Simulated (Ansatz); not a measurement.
## Run report: AlH4O2 (charge +1), nudged elastic band

System: AlH4O2, charge +1, SMILES [OH][AlH][OH2+].
Method: RKS BHLYP/cc-pVDZ (Ansatz 0.2.0).

It belongs to a series of runs on one base structure; here: band between the two ends. Figures and captions count atoms from 1; the log counts them from 0 in places.

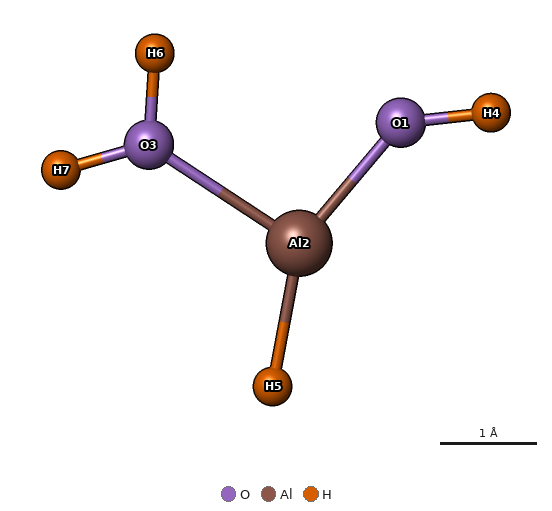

Fig. 1: The input geometry (ball-and-stick view, seen on its broad side; atoms are numbered from 1 in the order of the input). Sticks mark near contacts. Bond lengths as drawn: Al–H 1.54 Å, Al–O 1.67 to 1.89 Å and H–O 0.95 to 0.97 Å.

**The input**
```yaml
crystal:
  periodic: [false, false, false]
  atoms:
    - { symbol: O, position_ang: [-1.200057, -1.006601, -0.183723] }
    - { symbol: Al, position_ang: [-0.071923, 0.052433, -0.807645] }
    - { symbol: O, position_ang: [0.731905, 0.51119, 0.838272] }
    - { symbol: H, position_ang: [-1.897698, -1.558128, -0.529513] }
    - { symbol: H, position_ang: [0.572095, 0.776298, -2.006968] }
    - { symbol: H, position_ang: [0.404127, 0.113124, 1.657628] }
    - { symbol: H, position_ang: [1.461541, 1.111684, 1.031949] }
total_charge: 1
basis:
  gaussian: { orbitals: cc-pVDZ }
hamiltonian:
  xc: { name: BHLYP }
neb:
  order_check: false
  images: 5
  f_tol: 0.05
  max_iterations: 60
  initial_path: idpp
  final_atoms:
    - { symbol: O, position_ang: [-1.20106709, -1.00756707, -0.18325386] }
    - { symbol: Al, position_ang: [-0.07237882, 0.05183267, -0.8064143] }
    - { symbol: O, position_ang: [0.73243459, 0.51163403, 0.83851083] }
    - { symbol: H, position_ang: [-1.89807189, -1.55804931, -0.53196092] }
    - { symbol: H, position_ang: [0.57127002, 0.77535046, -2.00534348] }
    - { symbol: H, position_ang: [1.4623206, 1.11257813, 1.02998719] }
    - { symbol: H, position_ang: [0.40548258, 0.11422108, 1.65847454] }
```

Run on 1 thread of Intel Xeon (Sapphire Rapids), 10 GiB of memory available, shared host.

Run as:
```bash
ansatz run input.yaml --threads 1 --pin off --max-ram 2048MiB --backend cpu --events-out ev --progress --plain --runs-dir out
```

**The program's output**
```
Engine: ansatz 0.2.0, x86_64-unknown-linux-gnu
Functional definition: BHLYP
  parameter a = 0.5
  exchange = (1 - a)*b88_x + a*exact_x
  correlation = lyp_c
695 factors; integrals over basis functions are off by at most 3.3e-4 eV
mean field evaluation 1: about -10735.0157 eV, gradient 9.1e1 eV
mean field evaluation 2: about -10719.1067 eV, gradient 1.2e2 eV
mean field evaluation 4: about -10749.2655 eV, gradient 7.1e0 eV
mean field evaluation 8: about -10749.3469 eV, gradient 1.3e-2 eV
mean field -10749.34685744 eV, -395.0312108419 hartree, gradient 1.8e-5 eV, S^2 0.000000; 0 other end points of the search recorded, 0 dependent functions left out
the calculation of the forces begins
reference -10749.34700714 eV, -395.0312163433 hartree; 16, 16 occupied and 50, 50 virtual orbitals, 695 factors
695 factors; integrals over basis functions are off by at most 5.4e-4 eV
mean field evaluation 16: about -10719.0960 eV, gradient 1.2e2 eV
mean field -10749.34685947 eV, -395.0312109167 hartree, gradient 1.8e-5 eV, S^2 0.000000; 0 other end points of the search recorded, 0 dependent functions left out
[... from here on the field's lines of each further geometry are left out, up to the last ...]
NEB iter   1: max|band force component| = 5.394e-1 eV/Å  barrier→ = 0.3115 eV  barrier← = 0.3115 eV  Δτ_max = 0.0578 Å  (161 SCF iters)
NEB iter   2: max|band force component| = 2.617e-1 eV/Å  barrier→ = 0.2661 eV  barrier← = 0.2661 eV  CI = image 3  Δτ_max = 0.1062 Å  (115 SCF iters)
NEB iter   3: max|band force component| = 8.620e-2 eV/Å  barrier→ = 0.2428 eV  barrier← = 0.2428 eV  CI = image 3  Δτ_max = 0.0334 Å  (124 SCF iters)
the calculation of the forces begins
reference -10749.28113864 eV, -395.0287957207 hartree; 16, 16 occupied and 50, 50 virtual orbitals, 695 factors
695 factors; integrals over basis functions are off by at most 4.3e-4 eV
mean field -10749.10582896 eV, -395.0223532087 hartree, gradient 7.8e-6 eV, S^2 0.000000; 1 other end points of the search recorded, 0 dependent functions left out
the calculation of the forces begins
reference -10749.10597940 eV, -395.0223587374 hartree; 16, 16 occupied and 50, 50 virtual orbitals, 695 factors
NEB iter   4: max|band force component| = 3.992e-2 eV/Å  barrier→ = 0.2410 eV  barrier← = 0.2410 eV  CI = image 3  Δτ_max = 0.0000 Å  (236 SCF iters)
```

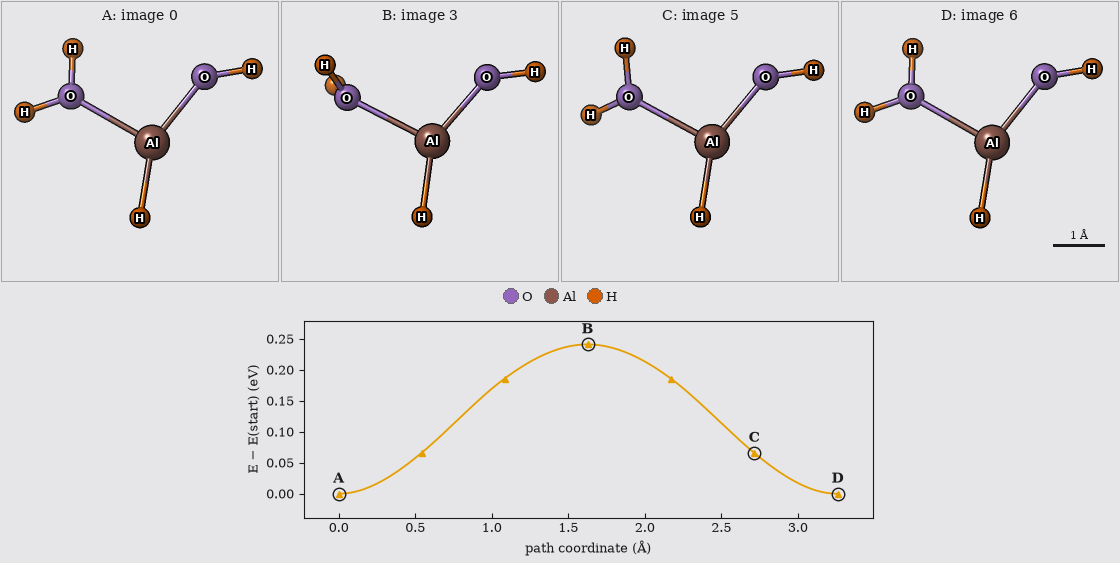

Fig. 2: Images of the last band (counted from 0; ball-and-stick, seen at a tilt) above the energy along the path; the line is a cubic interpolation that uses the forces. The highest image is number 3, 0.241 eV above the start and 0.241 eV above the end (the climbing image); start and end have the same energy. The path is 3.26 Å long. The band converged in 4 iterations.

```
Total energy: -10749.10597940 eV, -395.0223587374 hartree
Atom 0 at    -1.545944    -0.368142    -0.126279 Å, force    -0.014974     0.006110     0.032077 eV/Å
Atom 1 at    -0.049231    -0.065890    -0.794960 Å, force     0.014629    -0.027471    -0.021295 eV/Å
Atom 2 at     1.006205     0.302532     0.772978 Å, force     0.002650    -0.009609     0.039914 eV/Å
Atom 3 at    -2.411108    -0.604842    -0.452653 Å, force     0.001754     0.004211    -0.013627 eV/Å
Atom 4 at     0.799599     0.007553    -2.078913 Å, force     0.000533     0.016943     0.001323 eV/Å
Atom 5 at     1.269958    -0.390621     1.394331 Å, force     0.001121     0.007940    -0.015261 eV/Å
Atom 6 at     0.930511     1.119409     1.285495 Å, force    -0.005714     0.001876    -0.023131 eV/Å
Dipole moment:     0.439688     0.129522     0.268166 e Å
this run last wrote the band of iteration 4 to [file]
```

**The last band as extended XYZ (Å, eV, eV/Å)**
```
7
Properties=species:S:1:pos:R:3:forces:R:3 image=0 energy=-10749.34686
O    -1.2001   -1.0066   -0.1837   -0.0139  -0.0120  -0.0006
Al   -0.0719    0.0524   -0.8076    0.0080   0.0078  -0.0068
O     0.7319    0.5112    0.8383    0.0005   0.0003   0.0011
H    -1.8977   -1.5581   -0.5295    0.0080   0.0066   0.0025
H     0.5721    0.7763   -2.0070   -0.0028  -0.0035   0.0077
H     0.4041    0.1131    1.6576    0.0021   0.0024  -0.0037
H     1.4615    1.1117    1.0319   -0.0018  -0.0015  -0.0004
7
Properties=species:S:1:pos:R:3:forces:R:3 image=1 energy=-10749.28090
O    -1.3475   -0.8207   -0.1587    0.0058  -0.0258   0.0306
Al   -0.0590    0.0180   -0.8036    0.0055  -0.0036  -0.0106
O     0.8540    0.4066    0.8162   -0.0393  -0.0076  -0.0042
H    -2.1338   -1.2479   -0.4896    0.0222  -0.0326  -0.0124
H     0.6824    0.5517   -2.0443   -0.0160   0.0612   0.0099
H     0.6836   -0.1198    1.6097   -0.1146   0.0452   0.0396
H     1.3203    1.2121    1.0703    0.1364  -0.0369  -0.0530
7
Properties=species:S:1:pos:R:3:forces:R:3 image=2 energy=-10749.16101
O    -1.4636   -0.6090   -0.1354   -0.0083  -0.0259   0.0328
Al   -0.0510   -0.0243   -0.7998    0.0094  -0.0112  -0.0199
O     0.9527    0.3466    0.7905   -0.0082  -0.0234   0.0339
H    -2.2974   -0.9377   -0.4633    0.0148  -0.0272  -0.0141
H     0.7536    0.2879   -2.0761   -0.0129   0.0639   0.0026
H     0.9797   -0.2852    1.5223   -0.1074   0.0070   0.0392
H     1.1260    1.2216    1.1618    0.1126   0.0168  -0.0745
7
Properties=species:S:1:pos:R:3:forces:R:3 image=3 energy=-10749.10583
O    -1.5459   -0.3681   -0.1263   -0.0150   0.0061   0.0321
Al   -0.0492   -0.0659   -0.7950    0.0146  -0.0275  -0.0213
O     1.0062    0.3025    0.7730    0.0027  -0.0096   0.0399
H    -2.4111   -0.6048   -0.4527    0.0018   0.0042  -0.0136
H     0.7996    0.0076   -2.0789    0.0005   0.0169   0.0013
H     1.2700   -0.3906    1.3943    0.0011   0.0079  -0.0153
H     0.9305    1.1194    1.2855   -0.0057   0.0019  -0.0231
7
Properties=species:S:1:pos:R:3:forces:R:3 image=4 energy=-10749.16101
O    -1.5923   -0.1045   -0.1443   -0.0078   0.0372   0.0209
Al   -0.0538   -0.1105   -0.7865    0.0058  -0.0204  -0.0071
O     0.9969    0.2334    0.7803   -0.0010  -0.0223   0.0101
H    -2.4768   -0.2321   -0.4796   -0.0020   0.0333  -0.0127
H     0.8326   -0.2756   -2.0363    0.0086  -0.0381   0.0115
H     1.5276   -0.4284    1.2433    0.1083   0.0467  -0.0603
H     0.7657    0.9177    1.4231   -0.1119  -0.0364   0.0376
7
Properties=species:S:1:pos:R:3:forces:R:3 image=5 energy=-10749.28099
O    -1.5825    0.1701   -0.1796    0.0005   0.0327   0.0169
Al   -0.0610   -0.1528   -0.7803    0.0064  -0.0055  -0.0054
O     0.9499    0.1035    0.8075   -0.0109  -0.0294  -0.0029
H    -2.4712    0.1809   -0.5268    0.0054   0.0388  -0.0063
H     0.8363   -0.5287   -1.9756    0.0032  -0.0520   0.0163
H     1.7159   -0.4009    1.1079    0.1012   0.0903  -0.0573
H     0.6126    0.6278    1.5469   -0.1058  -0.0750   0.0387
7
Properties=species:S:1:pos:R:3:forces:R:3 image=6 energy=-10749.34686
O    -1.2011   -1.0078   -0.1820   -0.0058  -0.0046  -0.0030
Al   -0.0728    0.0514   -0.8064   -0.0007  -0.0004  -0.0006
O     0.7329    0.5121    0.8378   -0.0023  -0.0013  -0.0050
H    -1.8983   -1.5585   -0.5300    0.0055   0.0042   0.0040
H     0.5701    0.7743   -2.0061    0.0014   0.0013  -0.0004
H     1.4628    1.1133    1.0285   -0.0035  -0.0037   0.0048
H     0.4064    0.1152    1.6582    0.0054   0.0047   0.0003
```

**Results in brief**

```json
{"quantity": "outcome", "value": "converged"}
{"quantity": "barrier, forward", "value": "0.241 eV"}
{"quantity": "barrier, backward", "value": "0.241 eV"}
{"quantity": "wall time", "value": "32 s"}
{"quantity": "peak memory", "value": "0.14 GiB"}
```

**Notes**

The order of the saddle point was not checked.
